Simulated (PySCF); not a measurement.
| atom | x (Å) | y (Å) | z (Å) |
| --- | --- | --- | --- |
| C | -2.0204 | -0.0097 | 0.3949 |
| C | -1.3190 | -0.3033 | -0.8767 |
| S | -2.0975 | -0.7201 | -2.2383 |
| C | 0.1787 | -0.2009 | -0.8743 |
| O | 0.6763 | 0.1515 | 0.3730 |
| Si | 2.2168 | 0.3368 | 0.8533 |
| H | -1.6611 | -0.6854 | 1.1720 |
| H | -3.0955 | -0.1112 | 0.2779 |
| H | -1.7713 | 1.0003 | 0.7228 |
| H | 0.5968 | -1.1651 | -1.1976 |
| H | 0.4806 | 0.5379 | -1.6309 |
| H | 2.9756 | -0.9000 | 0.6497 |
| H | 1.9645 | 0.6581 | 2.2469 |
| H | 2.8748 | 1.4107 | 0.1051 |

Geometry: GFN2-xTB.

Method: PySCF, PBE0/pcSseg-1, SCF density, gas phase, non-relativistic.

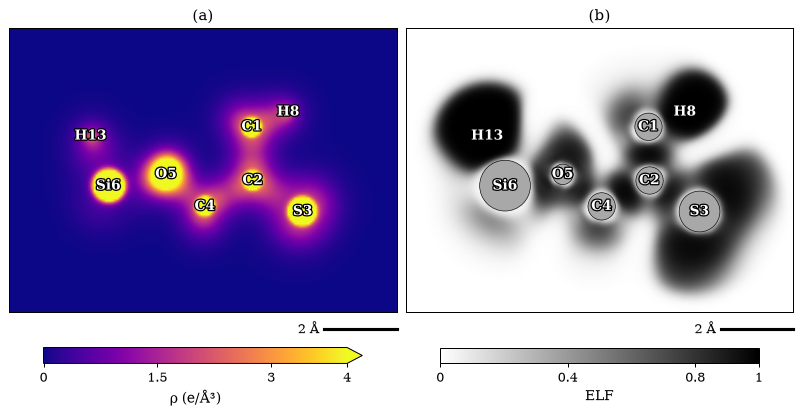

C3H8OSSi. (a) total electron density; (b) ELF on the plane of atoms O5, Si6 and H13. Grey discs cover the atomic cores in the ELF map.

### What does the map show?

The section cuts through C, S, O, Si and H sites. C–O (1.39 Å): ρ at the midpoint is about 2.1 e/Å³, with its minimum of 1.8 e/Å³ about 0.5 Å from C; the ELF peaks at about 0.90 between the atoms: a shared but strongly polarised pair. C–C (1.48 Å): ρ at the midpoint is about 1.8 e/Å³; the ELF peaks at about 0.95 between the atoms: localised, covalent bonding. C–S (1.62 Å): ρ is about 1.6 e/Å³ halfway; the ELF peaks at about 0.90 between the atoms: a covalent bond. Si–O (1.62 Å): the density is about 1.1 e/Å³ at the midpoint; the ELF peaks at about 0.85 between the atoms (a polar covalent bond). C–H (1.09 Å): ρ at the midpoint is about 2 e/Å³; the ELF climbs to about 1 towards the hydrogen, as it does in any bond to H; an ordinary covalent bond to hydrogen. The ELF also peaks beside S3 and O5, away from the bonds: lone-pair regions.
